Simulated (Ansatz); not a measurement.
SnH3Cl (SnClH3): methods side by side

SnH3Cl: 5 atoms, total charge 0, spin state singlet. As SMILES, `[H][Sn]([H])([H])[Cl]`. The shape comes from GFN2-xTB, which is rough for such elements, and wasn't checked as a minimum.

```xyz
5

Sn    0.0000    0.0009   -0.1426
Cl    0.0116   -0.0193    2.1380
H     1.5866    0.0109   -0.6751
H    -0.8030    1.3805   -0.6471
H    -0.7952   -1.3730   -0.6733
```

Each level gives the energy change with the Sn1–H5 bond stretched from 1.674 to 4.184 Å (eV). The values are calculated.

| level | kind | program | value (eV) | less FCI/STO-3G |
| --- | --- | --- | --- | --- |
| HF/STO-3G (restricted) | Hartree–Fock | Ansatz | 9.61 | +5.13 |
| SVWN5/STO-3G (restricted) | LDA | Ansatz | 6.63 | +2.15 |
| revPBE/STO-3G (restricted) | GGA | Ansatz | 6.27 | +1.79 |
| B3LYP/STO-3G (restricted) | global hybrid | Ansatz | 7.02 | +2.54 |
| CAM-B3LYP/STO-3G (restricted) | range-separated hybrid | Ansatz | 7.90 | +3.42 |
| RPA@PBE/STO-3G (restricted) | RPA | Ansatz | 5.47 | +0.99 |
| MP2/STO-3G (restricted) | perturbation theory | Ansatz | 5.84 | +1.36 |
| CCSD(T)/STO-3G (restricted) | coupled cluster or CI | Ansatz | 4.44 | -0.04 |
| FCI/STO-3G | exact in the basis | Ansatz | 4.48 | 0.00 |

FCI/STO-3G is exact within its basis and frozen core, so for wave-function methods in that basis the difference is their error; functionals converge differently with the basis, so for them it is only a difference. A spin-restricted reference rises too steeply as a bond breaks; here HF/STO-3G, SVWN5/STO-3G, revPBE/STO-3G, B3LYP/STO-3G, CAM-B3LYP/STO-3G, RPA@PBE/STO-3G, MP2/STO-3G lie well above the multireference or unrestricted value. All-electron rows without a relativistic Hamiltonian named are non-relativistic. The first shape isn't each level's own minimum. The values span 4.44 to 9.61 eV. All rows use very small basis sets, so none should be taken for the real molecule's value. In the correlated wave-function rows the outer d shell of Sn is correlated, in sets not made for it.

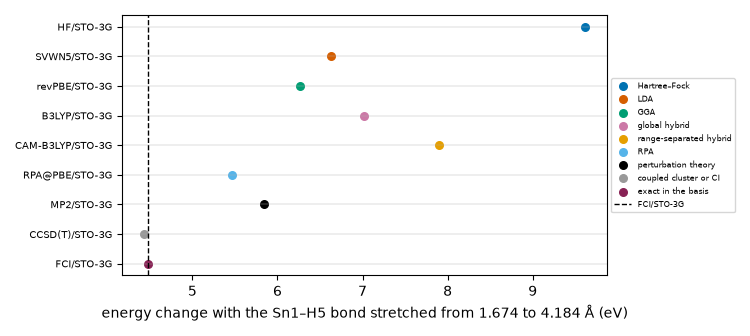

The values of the table, level by level.
